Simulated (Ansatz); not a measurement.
## Electronic structure of C₈H₁₆FNOSiTi (SMILES C[O][Ti]1234([F])([N](C)C)[CH]5[CH]1[CH]2[C]3([SiH3])[CH]54) in real space

```xyz
29

C    -3.2693   -0.9003    0.0534
O    -1.9399   -1.3254    0.1687
Ti   -0.4541   -0.4471   -0.3971
F    -0.6831    0.0321   -2.1085
N    -0.6949    1.2104    0.4736
C    -1.0076    1.3241    1.8731
C    -0.1836    2.4337   -0.0924
C     0.6567   -2.5940   -0.1682
C     0.8256   -1.8724    1.0354
C     1.5979   -0.7323    0.7516
C     1.9055   -0.7233   -0.6369
Si    2.9331    0.5426   -1.5249
C     1.3170   -1.8946   -1.1874
H    -3.3724    0.1657    0.2919
H    -3.6417   -1.0573   -0.9650
H    -3.8958   -1.4773    0.7417
H    -0.1165    1.5565    2.4771
H    -1.4380    0.3934    2.2487
H    -1.7350    2.1293    2.0460
H     0.7506    2.7538    0.3931
H    -0.9125    3.2469    0.0278
H     0.0079    2.3153   -1.1607
H     0.0647   -3.4889   -0.2879
H     0.3967   -2.1317    1.9922
H     1.8933    0.0258    1.4627
H     2.2799    0.9825   -2.7842
H     4.2698   -0.0176   -1.8605
H     3.1231    1.7142   -0.6293
H     1.3227   -2.1640   -2.2340
```

Geometry: PBE0-D4/def2-TZVP.

Theory: RKS PBE0-D4/def2-TZVPP in Ansatz 0.2.0.

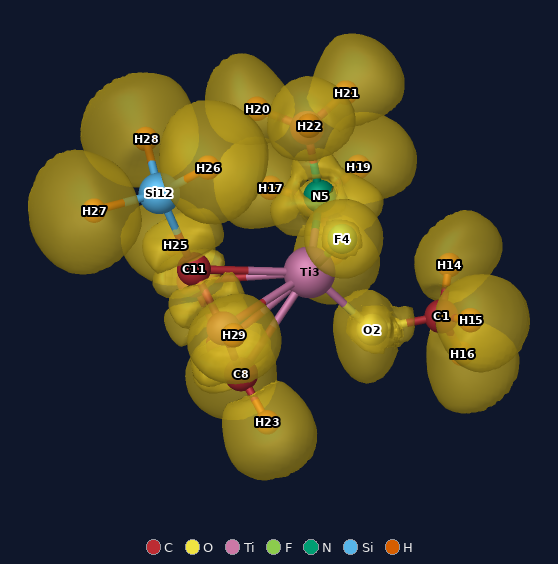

Figure 1. Isosurface of the electron localisation function at 0.75 (yellow), seen at a tilt. Core shells and regions of very low density are left out.

Identify the bonds, lone pairs and shells in this picture.

At this value the surface marks out five regions between bonded C–C atoms (shared pairs), one region between bonded C–Si atoms (shared pairs), 16 regions around hydrogen nuclei, one region on N in which the atom's valence shell and bonds are merged, one region on O in which the atom's valence shell and bonds are merged and one region wrapped around F (its valence shell). Profiles from the grid: C–O (1.40 Å): the ELF peaks at about 0.85 between the atoms; a polar covalent bond. C–C (1.40 Å): the ELF peaks at about 0.95 between the atoms: localised, covalent bonding.

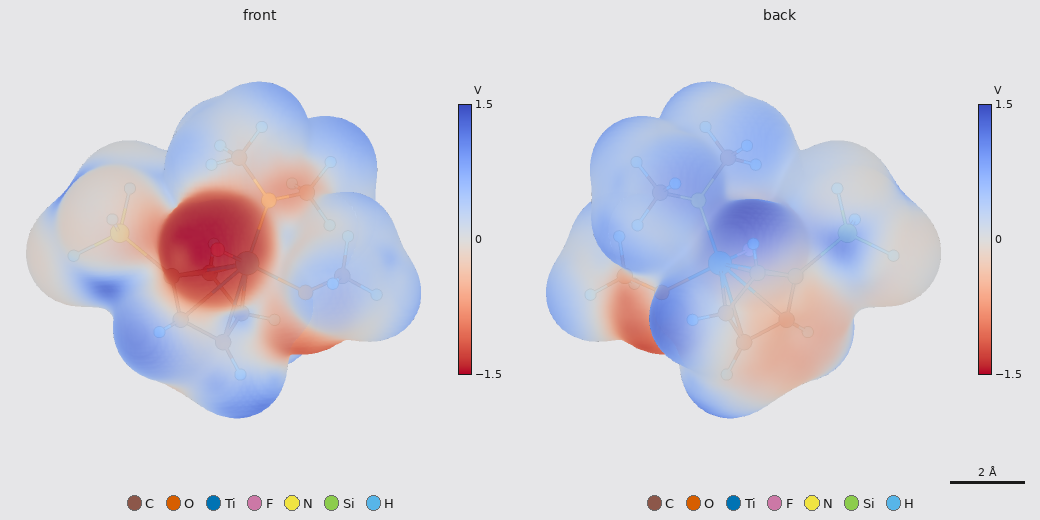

Figure 2. The electrostatic potential painted on the density surface at 0.002 e/bohr³, seen from the front and from behind; red is negative and blue positive.

Describe the electrostatic potential map.

The most negative region (about −1.5 V) lies over F4, the most positive (about +1.1 V) over Si12, H24 and H25.

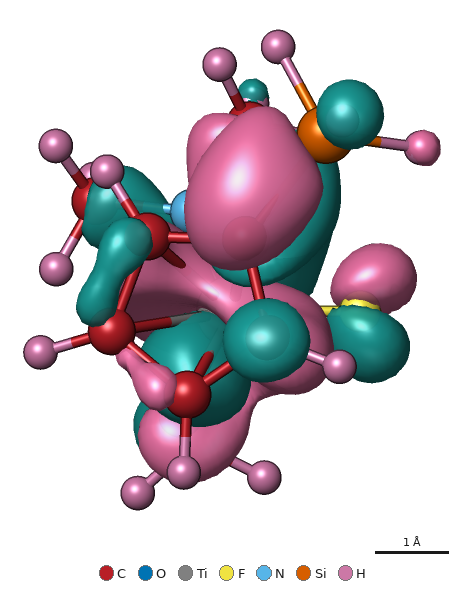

Figure 3. The LUMO at ±0.06 Å⁻³ᐟ² (teal and pink are the two phases), seen at an oblique angle.

Where does this orbital lie, and at what energy?

By Hirshfeld shares it lies mainly on Ti3 (about 65 %). Its energy is −1.57 eV.
